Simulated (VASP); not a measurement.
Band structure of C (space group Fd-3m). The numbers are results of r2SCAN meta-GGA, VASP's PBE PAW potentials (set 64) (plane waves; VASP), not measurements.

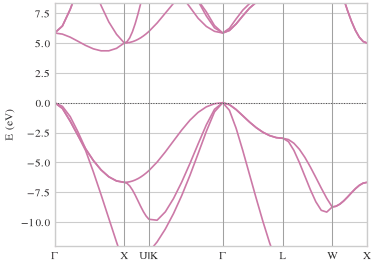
Figure: Bands along high-symmetry lines, zero at the valence-band maximum or, without a gap, the Fermi level

Task: Read the plot: is there a gap, and where are the band edges?

Result: The gap is indirect, 4.33 eV, from the valence maximum at Γ to the conduction minimum at (0.36, 0.36, 0.00).

The structure comes from a computed database's C entry (Fd-3m); how it stands against other phases isn't given here. It was relaxed first.
